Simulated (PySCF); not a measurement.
# C9H12: the cost of one run

Computed with PySCF 2.14.0 and routines of our own; the level stands in each step. Atoms count from 0.

## (1) The starting structure

21 atoms, charge 0, multiplicity 1; geometry from: GFN2-xTB.

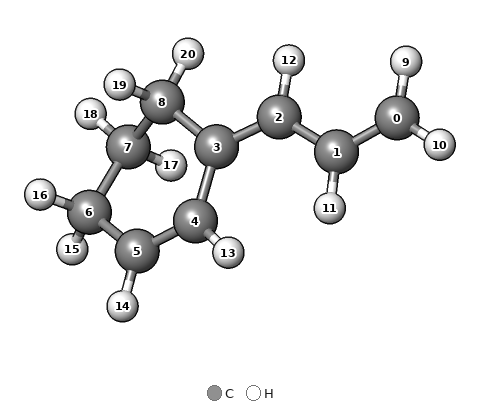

The starting geometry (carbon grey, hydrogen white).

## (2) Magnetic properties: GIAO CAM-B3LYP/pcSseg-1

The job: settings as JSON, then the geometry in Å.

```
{"job": {"kind": "mag", "xc": "CAM-B3LYP", "basis": "pcSseg-1", "isotopologues": 0}, "charge": 0, "multiplicity": 1}
C      2.726664     0.959826     2.730585
C      2.148754     0.504801     1.619597
C      0.725841     0.337608     1.490904
C      0.045587    -0.094685     0.409227
C      0.660065    -0.499238    -0.835991
C     -0.043614    -0.775031    -1.936205
C     -1.530911    -0.649232    -2.009704
C     -2.053081     0.240836    -0.885811
C     -1.455130    -0.205668     0.445755
H      2.146633     1.224106     3.599930
H      3.792715     1.084953     2.810810
H      2.766647     0.255429     0.768365
H      0.156559     0.603723     2.374165
H      1.735933    -0.587644    -0.860878
H      0.457704    -1.104854    -2.835740
H     -1.821245    -0.246026    -2.983407
H     -1.976871    -1.647975    -1.930842
H     -1.759416     1.275689    -1.077241
H     -3.143319     0.199552    -0.844302
H     -1.728770    -1.250721     0.626392
H     -1.859665     0.391494     1.264963
```

With the program's defaults for keys left out, this is: GIAO CAM-B3LYP/pcSseg-1 magnetisability, rotational g tensor and spin-rotation constants, non-relativistic, gas phase.

Started as:

```console
$ OMP_NUM_THREADS=1 python excited_run.py task.json out
```

This one command runs all jobs of the session in turn.

Q: Estimate the wall time and peak memory of this first job on 1 thread of Intel Xeon at 2.50GHz, shared host.

About 2.7 min, with a peak of 1.2 GiB.
